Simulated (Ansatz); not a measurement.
**A ladder of methods for BH3Br− (SMILES [BH3-]Br)**

The species is BH3Br− (5 atoms), meant as a singlet with charge -1. SMILES: `[BH3-]Br`. The shape is that of a GFN2-xTB optimisation.

```xyz
5

B     0.1055   -0.0473    0.1457
Br   -1.0442    0.4678   -1.4413
H     1.2341   -0.2172   -0.2603
H    -0.3525   -1.0667    0.6130
H     0.0571    0.8634    0.9429
```

Quantity: the energy change with the B1–H5 bond stretched from 1.211 to 1.514 Å, in eV. The values are calculated.

```
                       level                    kind  program  value (eV)  less FCI/STO-3G  CPU time (all runs)
      HF/STO-3G (restricted)            Hartree–Fock   Ansatz        1.20            +0.30               0.31 s
   SVWN5/STO-3G (restricted)                     LDA   Ansatz        0.96            +0.06                1.6 s
    BLYP/STO-3G (restricted)                     GGA   Ansatz        0.85            -0.05                2.4 s
   BHLYP/STO-3G (restricted)           global hybrid   Ansatz        1.09            +0.19                2.3 s
    PBE0/STO-3G (restricted)           global hybrid   Ansatz        1.00            +0.10                2.4 s
   wB97X/STO-3G (restricted)  range-separated hybrid   Ansatz        1.01            +0.11                 10 s
 RPA@PBE/STO-3G (restricted)                     RPA   Ansatz        0.84            -0.06                3.4 s
CCSDT(Q)/STO-3G (restricted)   coupled cluster or CI   Ansatz        0.90             0.00                1.2 s
                  FCI/STO-3G      exact in the basis   Ansatz        0.90             0.00                 20 s
```

FCI/STO-3G is exact within its basis and frozen core, so for wave-function methods in that basis the difference is their error; functionals converge differently with the basis, so for them it is only a difference. All-electron rows without a relativistic Hamiltonian named are non-relativistic. Sets without diffuse functions describe the anion poorly. The first shape isn't each level's own minimum. The values span 0.84 to 1.20 eV. All rows use very small basis sets, so even the best lies far from the true value. In the correlated wave-function rows the outer d shell of Br is correlated, in sets not made for it. CPU times are rough (shared hosts, several kinds of processor): they show what a rung costs within a factor of a few.

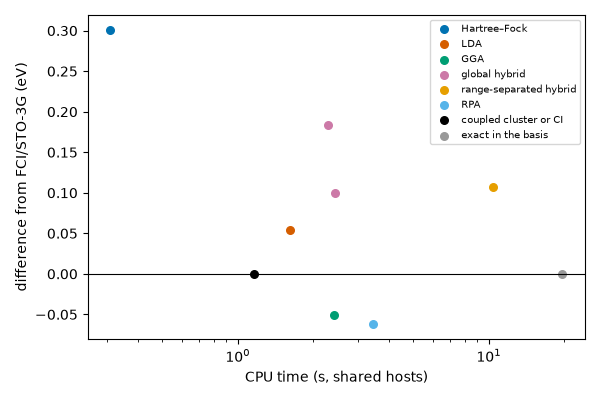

Difference from FCI/STO-3G against processor time, one point a level.
